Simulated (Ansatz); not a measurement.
A series of calculations on Si2H6O and related structures

**1. Relaxation**

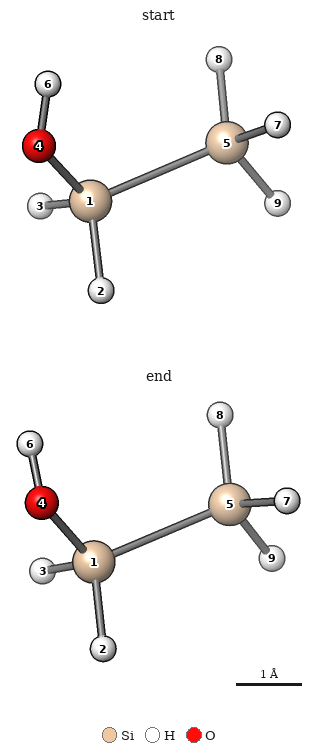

The structure of Si$_{2}$H$_{6}$O before (top) and after (bottom) a relaxation, at one scale.

The picture is a ball-and-stick view, seen at a tilt.

It is one of the separated products of a reaction.

Theory: RKS PBE0-D4/def2-TZVP in Ansatz 0.2.0. Settings: force threshold 0.005 eV/Å; at most 200 steps.

Describe what moved and what it gained.

Over 8 accepted moves (9 points after the start) the energy falls by 1.95 kJ/mol. The largest force component goes from 0.45 to 0.0013 eV/Å. The line search rejected the trial step at point 5 of the run. H6 moves most after the best rigid fit: 0.36 Å. Largest moves by element: H 0.36 Å, O 0.08 Å, Si 0.07 Å. Some distances before and after: Si1–O4 1.644 → 1.654 Å, O4–H6 0.967 → 0.958 Å. Groups turn about Si1–O4 by about 25°.

**2. Relaxation**

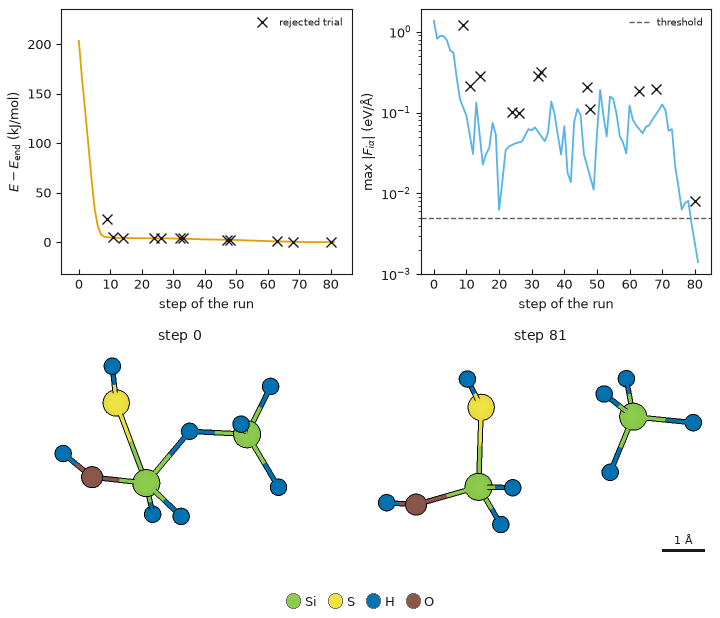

First and last geometry of a relaxation of Si$_{2}$H$_{8}$SO (started from a transition state, displaced along its imaginary mode), with the history of the run. The picture is a ball-and-stick view, seen at a tilt.

The calculation used RKS PBE0-D4/def2-TZVP in Ansatz 0.2.0.

Input file:
```yaml
crystal:
  periodic: [false, false, false]
  atoms:
    - {symbol: Si, position_ang: [0.492940, -0.123008, -0.955254]}
    - {symbol: S, position_ang: [2.062979, 0.664097, 0.816725]}
    - {symbol: H, position_ang: [-0.830900, -0.550491, -1.607711]}
    - {symbol: H, position_ang: [1.349424, -1.349198, -1.026356]}
    - {symbol: O, position_ang: [0.620750, 1.281735, -1.775474]}
    - {symbol: H, position_ang: [0.096170, -0.232336, 0.656686]}
    - {symbol: Si, position_ang: [-1.367467, -0.717075, 0.942295]}
    - {symbol: H, position_ang: [1.410399, 1.758857, 1.142640]}
    - {symbol: H, position_ang: [1.418480, 1.794773, -1.457486]}
    - {symbol: H, position_ang: [-2.388929, 0.319813, 0.530361]}
    - {symbol: H, position_ang: [-1.201495, -0.771272, 2.387871]}
    - {symbol: H, position_ang: [-1.662251, -2.075995, 0.345603]}
basis:
  gaussian: {orbitals: def2-TZVP}
hamiltonian: {xc: pbe0, dispersion: d4}
relax: {f_tol: 0.005, max_steps: 200}
```

Command:
```bash
ansatz run in.yaml --threads 4 --pin off --events-out ev --progress --plain --max-ram 9574MiB
```

Question: What do the curves and the structures tell?

Answer: It converged. The largest move after the best rigid fit is that of H6, 2.39 Å. By element the largest moves are H 2.39 Å, O 1.12 Å, Si 0.86 Å, S 0.68 Å. Some distances before and after: Si1–H6 1.664 → 4.620 Å, Si1–Si7 2.723 → 4.093 Å, Si1–S2 2.495 → 2.136 Å, H6–Si7 1.568 → 1.483 Å. Bonds break, among them: Si1–H6 (1.66 → 4.62 Å). Bond angles that change, for instance: S2–Si1–H3 158.7° → 111.5°, S2–Si1–O5 92.1° → 113.3°, H4–Si1–O5 129.5° → 112.7°. The energy falls by 203.3 kJ/mol in 69 accepted moves (81 points after the start). The largest force component goes from 1.4 to 0.0014 eV/Å. The line search rejected the trial steps at points 9, 11, 14, 24, 26, 32, 33, 47 and more of the run. The forces were under the threshold at step 79, but the run went on from there.

**3. Reaction**

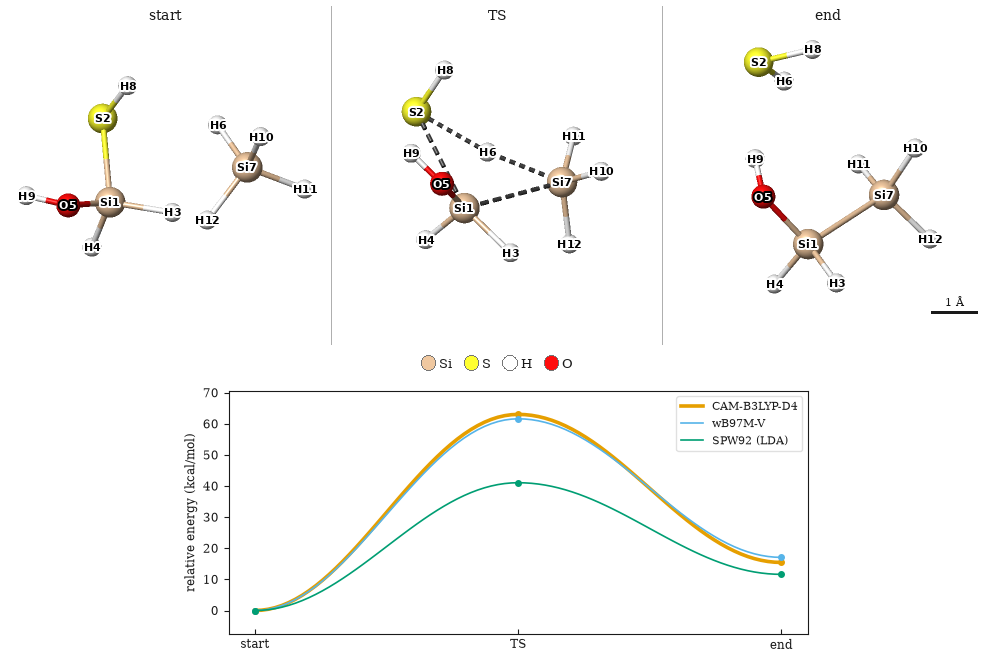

A reaction step of Si$_{2}$H$_{8}$SO, with its energy diagram. The picture is a ball-and-stick view, seen at a tilt. Dashed sticks mark bonds that form or break.

Stationary points at PBE0-D4/def2-TZVP, single-point energies with CAM-B3LYP-D4, wB97M-V, SPW92 (LDA) (def2-TZVPP where no basis is named; Ansatz 0.2.0). The energies are electronic, without zero-point or thermal terms, and both ends are the minima reached downhill from the saddle, with any fragments still in contact.

> Describe the step and its energetics.

Counted by bonded pieces, the start holds SiH₄ + SiH₄SO and the end holds H₂S + Si₂H₆O. From the start over the saddle to the end, bonds form: Si1–Si7 (4.09 → 2.57 → 2.35 Å), S2–H6 (3.59 → 1.81 → 1.34 Å). Bonds break: Si1–S2 (2.14 → 2.61 → 4.24 Å), H6–Si7 (1.48 → 1.79 → 3.42 Å). The saddle has one imaginary mode, 942i cm⁻¹. With CAM-B3LYP-D4 the barrier is 63.0 kcal/mol from the start and 47.6 kcal/mol from the end, and the end lies 15.4 kcal/mol above the start.

| level | barrier from the start (kcal/mol) | barrier from the end (kcal/mol) | the end less the start (kcal/mol) |
| --- | --- | --- | --- |
| CAM-B3LYP-D4 | 63.0 | 47.6 | 15.4 |
| wB97M-V | 61.6 | 44.5 | 17.1 |
| SPW92 (LDA) | 41.1 | 29.5 | 11.6 |

Limits of the set-up: the start holds two separate molecules, 3.0 Å apart at their closest, whose relative position is a soft coordinate.

**4. Reaction**

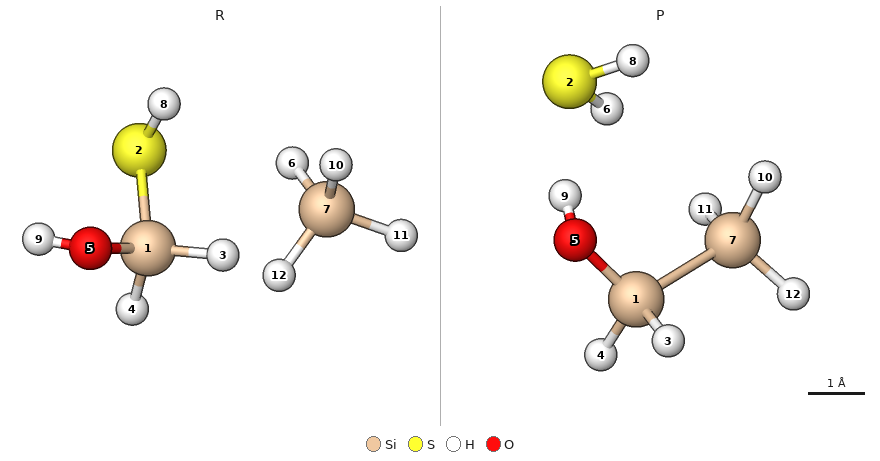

Reactant (R) and product (P) of one elementary step of Si2H8SO. Style: ball-and-stick. Shown at a tilt.

Stationary points at PBE0-D4/def2-TZVP, single-point energies with CCSD(T)/CBS, BHLYP-D4, r2SCAN0-D4, r2SCAN-D4 (def2-TZVPP where no basis is named; Ansatz 0.2.0). The energies are electronic, without zero-point or thermal terms, and both ends are the minima reached downhill from the saddle, with any fragments still in contact. CCSD(T)/CBS stands for a frozen-core estimate: MP2 correlation extrapolated from def2-TZVPP and def2-QZVPP, CCSD(T) minus MP2 from the smaller set.

R:
```xyz
12

Si    0.7586    0.3292   -1.4113
S     1.4842    0.9057    0.5132
H    -0.7090    0.4734   -1.5011
H     1.1878   -1.0872   -1.5176
O     1.3420    1.2605   -2.6308
H    -0.4323   -1.0483    2.8347
Si   -1.4393   -1.0667    1.7462
H     0.8702    2.1015    0.5063
H     2.2928    1.3736   -2.6835
H    -1.8797    0.3157    1.4337
H    -2.6171   -1.8646    2.1792
H    -0.8581   -1.6929    0.5309
```

P:
```xyz
12

Si   -0.0886   -0.6306   -1.5489
S     1.8599    1.7235    1.3953
H    -1.0724   -0.5226   -2.6570
H     0.6726   -1.9006   -1.7358
O     0.8850    0.6913   -1.6365
H     1.4909    0.6021    2.0351
Si   -1.2331   -0.7778    0.4996
H     0.6478    2.2783    1.5550
H     1.3096    0.9817   -0.8175
H    -1.8830    0.5154    0.8561
H    -0.3057   -1.1288    1.6150
H    -2.2828   -1.8320    0.4395
```

> Predict the saddle point between them and the barrier.

Counted by bonded pieces, R holds SiH₄ + SiH₄SO and P holds H₂S + Si₂H₆O. From R over the saddle to P, bonds form: Si1–Si7 (4.09 → 2.57 → 2.35 Å), S2–H6 (3.59 → 1.81 → 1.34 Å). Bonds break: Si1–S2 (2.14 → 2.61 → 4.24 Å), H6–Si7 (1.48 → 1.79 → 3.42 Å). The saddle has one imaginary mode, 942i cm⁻¹. With CCSD(T)/CBS the barrier is 61.1 kcal/mol from R and 44.9 kcal/mol from P, and P lies 16.2 kcal/mol above R.

```
      level  barrier from R (kcal/mol)  barrier from P (kcal/mol)  P less R (kcal/mol)
CCSD(T)/CBS                       61.1                       44.9                 16.2
   BHLYP-D4                       66.2                       49.7                 16.6
 r2SCAN0-D4                       57.3                       41.5                 15.9
  r2SCAN-D4                       53.0                       37.8                 15.2
```

Against CCSD(T)/CBS, r2SCAN0-D4 comes closest on the barrier from R (−3.8 kcal/mol) and r2SCAN-D4 misses most (−8.1 kcal/mol).

Saddle geometry:

```xyz
12

Si    0.3609   -0.1688   -0.9809
S     1.9988    0.6227    0.8884
H    -0.9024   -0.5527   -1.6943
H     1.2709   -1.3318   -1.0423
O     0.6166    1.2575   -1.7337
H     0.3360   -0.0735    0.7417
Si   -1.3330   -0.7101    0.8697
H     1.4061    1.7929    1.1874
H     1.4098    1.7031   -1.4172
H    -2.3800    0.2681    0.4886
H    -1.1620   -0.7399    2.3452
H    -1.6216   -2.0677    0.3474
```

The saddle point in the same view, with dashed sticks for the bonds that form or break:

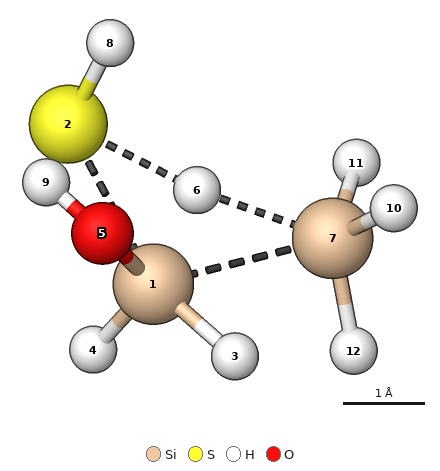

Limits of the set-up: the start holds two separate molecules, 3.0 Å apart at their closest, whose relative position is a soft coordinate.
